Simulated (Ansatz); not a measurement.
AlN (wurtzite)

```yaml
crystal:
  lattice:
    - [3.10670, 0.00000, 0.00000]
    - [-1.55335, 2.69048, 0.00000]
    - [0.00000, 0.00000, 9.95692]
  atoms:
    - { symbol: Al, position: [0.33333, 0.66667, 0.49830] }
    - { symbol: Al, position: [0.33333, 0.66667, 0.99830] }
    - { symbol: Al, position: [0.66667, 0.33333, 0.24830] }
    - { symbol: Al, position: [0.66667, 0.33333, 0.74830] }
    - { symbol: N, position: [0.33333, 0.66667, 0.18910] }
    - { symbol: N, position: [0.33333, 0.66667, 0.68910] }
    - { symbol: N, position: [0.66667, 0.33333, 0.43910] }
    - { symbol: N, position: [0.66667, 0.33333, 0.93910] }
```

The atoms are displaced by Q × the pattern below (from a DFPT mode at A = (0.0, 0.0, 0.5), largest move 1; Q in Å), at fixed cell. It is one choice among 4 degenerate patterns. (q is in reciprocal vectors of the primitive cell; the cell shown is doubled to hold the pattern.)

```
atom      x       y      z
----  -----  ------  -----
Al1   0.000  -0.269  0.000
Al2   0.000   0.269  0.000
Al3   0.000  -0.522  0.000
Al4   0.000   0.522  0.000
N5    0.000   1.000  0.000
N6    0.000  -1.000  0.000
N7    0.000   0.659  0.000
N8    0.000  -0.659  0.000
```

Computed with r2SCAN (plane waves to 500 eV, PAW, scalar-relativistic; Ansatz, an electronic-structure program). k mesh 12×12×4 (Γ-centred), Fermi-Dirac smearing 0.05 eV. E stands for the smeared free energy. AlN was relaxed with its symmetry unable to fall. ΔE is measured from the undisplaced structure.

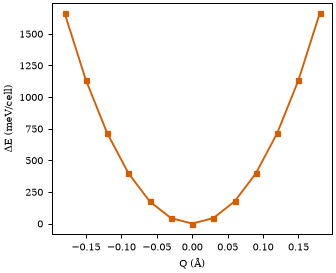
Figure. ΔE (meV/cell) against Q (Å); markers are the computed points, lines only join them.

Question: What is the energy change at Q = 0.180 Å?

Answer: About 1700 meV/cell.

Question: What harmonic wavenumber does the curvature at Q = 0 give?

Answer: About 670 cm⁻¹.

(A displaced cell: forces are minus the slopes of the energy, force constants its curvatures, and phonons follow from these.)
